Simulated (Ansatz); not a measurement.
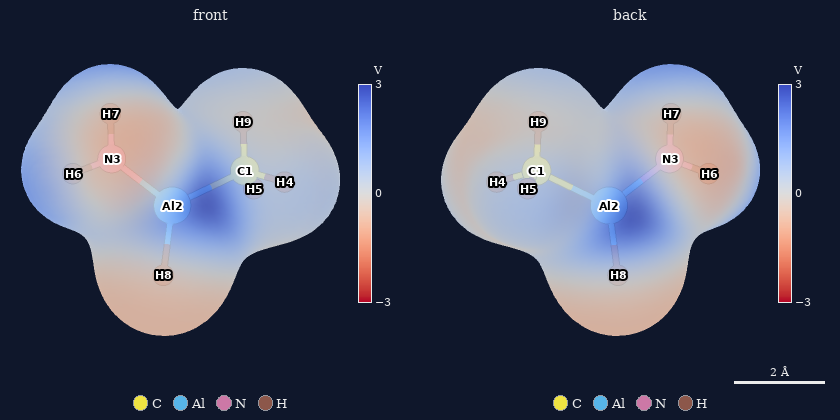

*CH₆AlN (SMILES [CH3][AlH][NH2]). The electrostatic potential painted on the density surface at 0.002 e/bohr³, seen from the front and from behind; red is negative and blue positive.*

Geometry: r2SCAN-D4/def2-SVP.

The calculation used isolated molecule in a Gaussian basis; Kohn-Sham density functional theory, functional PBE0 in Ansatz.

```xyz
9

C     0.6041    1.3043    0.2764
Al    0.7097   -0.4015   -0.6703
N    -0.7447   -1.1121   -1.4043
H     0.9323    1.2011    1.3258
H     1.2733    2.0565   -0.1773
H    -0.7691   -1.9925   -1.9107
H    -1.6777   -0.7103   -1.3869
H     2.0563   -1.2316   -0.8376
H    -0.4114    1.7337    0.2905
```

Where is the surface potential most negative and most positive?

Answer. The most negative region (about −0.8 V) lies over N3, the most positive (about +2.7 V) over Al2.

How polar is the molecule by this calculation?

Answer. Its dipole moment is 0.98 D.
